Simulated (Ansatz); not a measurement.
System: ScV$_{2}$WS$_{2}$.

Input

```
crystal:
  lattice:
    - [4.1130495789, 0.0, 0.0]
    - [-2.0565247894, 3.5620054223, 0.0]
    - [0.0, 0.0, 6.1492997917]
  atoms:
    - { symbol: Sc, position: [0.0, 0.0, 0.5] }
    - { symbol: V, position: [0.6666666667, 0.3333333333, 0.8479934623] }
    - { symbol: V, position: [0.3333333333, 0.6666666667, 0.1520065377] }
    - { symbol: W, position: [0.0, 0.0, 0.0] }
    - { symbol: S, position: [0.6666666667, 0.3333333333, 0.2541791554] }
    - { symbol: S, position: [0.3333333333, 0.6666666667, 0.7458208446] }
basis:
  ecutwfc: 420
kpoints:
  mp_grid: { grid: [12, 12, 6] }
hamiltonian:
  xc: pbe
scf:
  occupations: { method: gaussian, width: 0.1 }
output:
  forces: true
  stress: true
  eigenvalues: true
  write_density: true
  write_potential: true
  elf: true
  volumetric_format: npy
relax:
  adjacent_minimum: "off"
  f_tol: 0.01
  max_steps: 80
  cell: { stress_tol: 0.05 }
```

Command:

```sh
ansatz run input.yaml --threads 1 --pin off --max-ram 2560MiB --backend cpu --events-out ev --progress --plain --runs-dir out
```

Below, planes, directions and counts refer to the conventional cell (a = 4.12 Å, b = 4.12 Å, c = 6.13 Å, α = 90.00°, β = 90.00°, γ = 120.00°).

The fields are those of the run's last geometry, not of the input's.

Space group P-3m1; a structure generated by program, which may or may not match a known phase; computed without spin polarisation.

Theory: DFT PBE, scalar-relativistic, plane waves, PAW (Ansatz).

What will maps of the valence pseudo-density and electron localisation function show?

V–W (2.55 Å): ρ at the midpoint is about 0.48 e/Å³; the ELF is about 0.40 at the midpoint.
Sc–S (2.82 Å): ρ at the midpoint is about 0.19 e/Å³, with its minimum of 0.17 e/Å³ about 1.3 Å from Sc; the ELF peaks at about 0.85 in the valence shell of S, 0.8 Å from its nucleus, and is about 0.20 at the midpoint; no shared electron pair shows on this line.
W–S (2.84 Å): the density is about 0.29 e/Å³ at the midpoint; the ELF peaks at about 0.80 in the valence shell of S, 0.8 Å from its nucleus, and is about 0.25 at the midpoint.

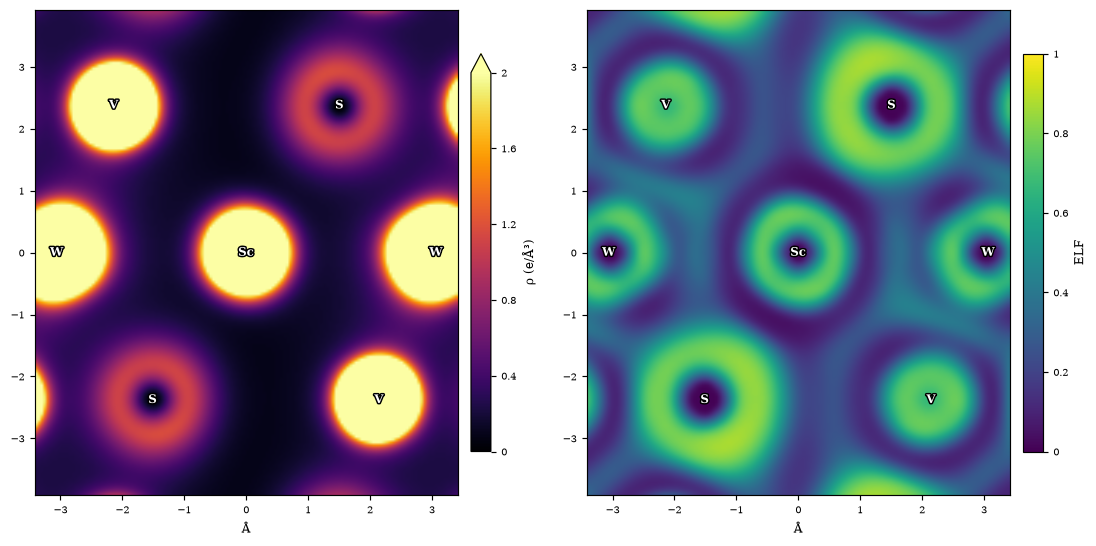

Computed valence pseudo-density and electron localisation function on the (110) plane of the conventional cell, in this order. 

Core electrons are frozen (PAW), and the valence fields are smoothed inside the atomic spheres.
